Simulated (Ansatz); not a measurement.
Cl4FHOW···HF

Input file:

```
crystal:
  periodic: [false, false, false]
  atoms:
    - { symbol: W, position_ang: [0.319036, 0.312432, -0.290956] }
    - { symbol: F, position_ang: [-0.079911, -0.560372, 2.618534] }
    - { symbol: Cl, position_ang: [2.523, -0.174201, -0.956433] }
    - { symbol: Cl, position_ang: [0.377876, 2.435211, -1.313545] }
    - { symbol: Cl, position_ang: [-1.825493, 0.641616, 0.481294] }
    - { symbol: F, position_ang: [0.21839, -1.477112, 0.240048] }
    - { symbol: Cl, position_ang: [-0.384947, -0.40195, -2.380231] }
    - { symbol: O, position_ang: [1.135738, 1.242556, 1.183831] }
    - { symbol: H, position_ang: [1.85097, 1.898949, 1.069812] }
    - { symbol: H, position_ang: [0.417242, 0.150573, 2.960346] }
basis:
  gaussian: { orbitals: def2-SVP }
hamiltonian:
  xc: pbe
relax:
  f_tol: 0.03
  max_steps: 50
output:
  orbitals: {}
```

Run with:

```sh
ansatz run input.yaml --threads 4 --pin off --max-ram 5120MiB --backend cpu --events-out ev --progress --plain --runs-dir out
```

The fields are those of the run's last geometry, not of the input's.

Core potentials replace the inner electrons of W.

Level of theory: Ansatz 0.2.0, RKS PBE/def2-SVP.

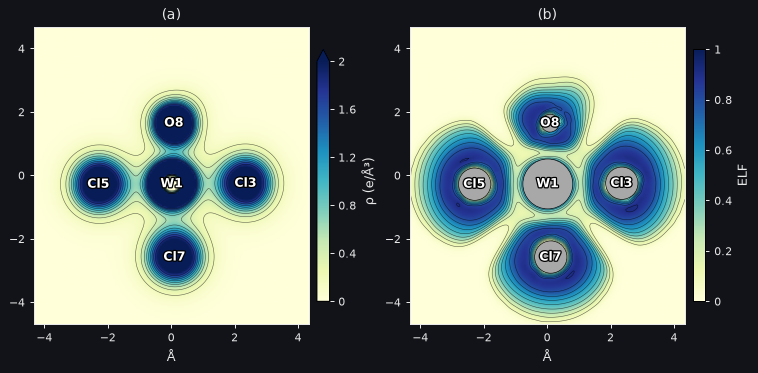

Figure 1. (a) electron density; (b) electron localisation function on the plane of atoms Cl5, W1 and Cl7. Grey discs cover the atomic cores in the ELF map.

**Read the bonding off the picture.**

The plane passes through W, Cl and O nuclei. W–O (1.92 Å): ρ is about 1 e/Å³ halfway; the ELF peaks at about 0.85 in the valence shell of O, 0.6 Å from its nucleus, and drops to about 0.25 between the two atoms. W–Cl (2.31 Å): ρ at the midpoint is about 0.67 e/Å³; the ELF peaks at about 0.85 in the valence shell of Cl, 0.8 Å from its nucleus, and is about 0.35 at the midpoint.

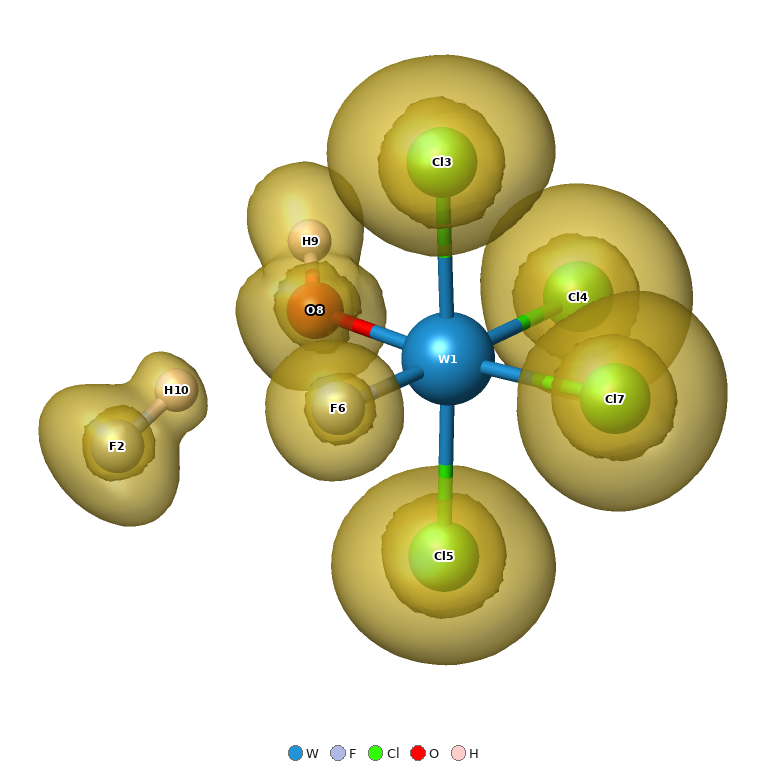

Figure 2. Isosurface of the electron localisation function at 0.75 (yellow), seen at a tilt. Core shells and regions of very low density are left out.

**Describe the localisation domains.**

The ELF exceeds this value in four regions wrapped around Cl (the valence shell of each), one region wrapped around F (its valence shell), one joined region spread over several atoms (F, H), in which their bonds and any lone pairs are merged and one joined region spread over several atoms (H, O), in which their bonds and any lone pairs are merged. Profiles from the grid: O8···H10 (1.77 Å): the ELF dips to about 0.15 between them: a closed-shell contact with the geometry of a hydrogen bond. W–F (1.87 Å): the ELF peaks at about 0.85 in the valence shell of F, 0.5 Å from its nucleus, and drops to about 0.25 between the two atoms.

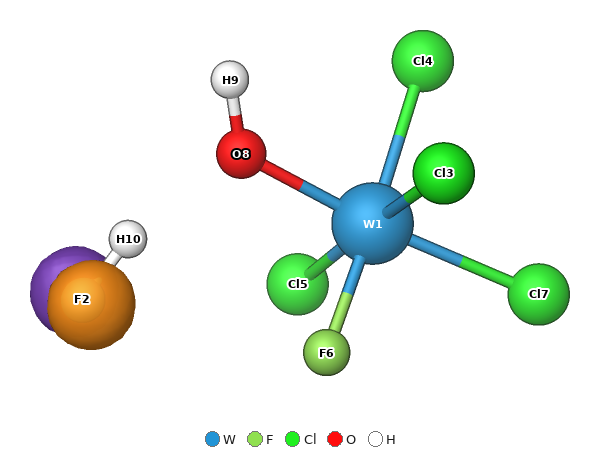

Figure 3. The HOMO at ±0.4 Å⁻³ᐟ² (orange and purple are the two phases), seen at a tilt.

**What is the character of this orbital?**

Its weight (Hirshfeld) is mainly on F2 (about 95 %); largely a lone pair of F2. Its energy is −7.91 eV.
